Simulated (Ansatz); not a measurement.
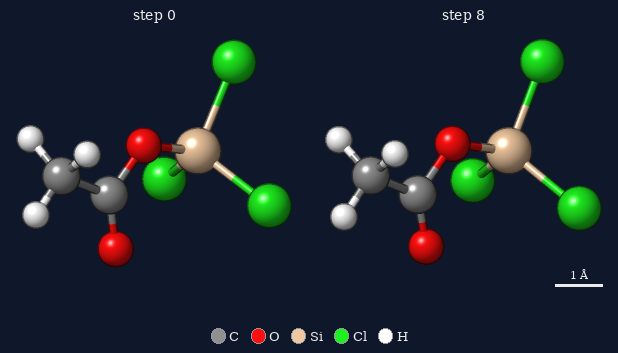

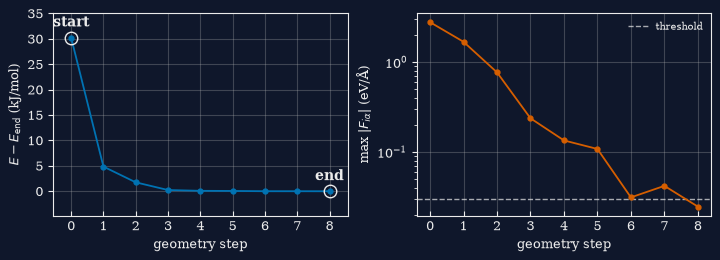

First and last geometry of a relaxation of C2H3Cl3O2Si (coarse preliminary run), with the history of the run. Style: ball-and-stick. Shown from a free direction.

The start comes from a force field.

All numbers below come from RKS PBE-D4/def2-SVP in Ansatz. Settings: force threshold 0.03 eV/Å; at most 200 steps.

> What do the curves and the structures tell?

It converged. The largest move after the best rigid fit is that of an O atom, 0.064 Å. Largest moves by element: O 0.064 Å, Cl 0.062 Å, H 0.053 Å, Si 0.045 Å, C 0.034 Å. Near-neighbour distances that change, for instance: C–H 1.031 → 1.103 Å, Cl–Si 1.985 → 2.047 Å, C–C 1.557 → 1.504 Å, C–O 1.333 → 1.382 Å. Among the angles between lasting bonds that change: O–C–O 126.4° → 122.1°, H–C–H 114.1° → 110.3°, C–C–H 106.3° → 109.8°. Over 8 geometry steps the energy falls by 30.3 kJ/mol. The largest force component goes from 2.8 to 0.025 eV/Å. Cost: 22 s on 4 threads of Arm Neoverse V1, on a shared host.

```
step  E − E(0), kJ/mol  largest force component, eV/Å
   0              0.00                         2.7881
   1            -25.41                         1.6868
   2            -28.50                         0.7709
   3            -30.02                         0.2374
   4            -30.18                         0.1346
   5            -30.20                         0.1081
   6            -30.25                         0.0312
   7            -30.26                         0.0420
   8            -30.26                         0.0247
```
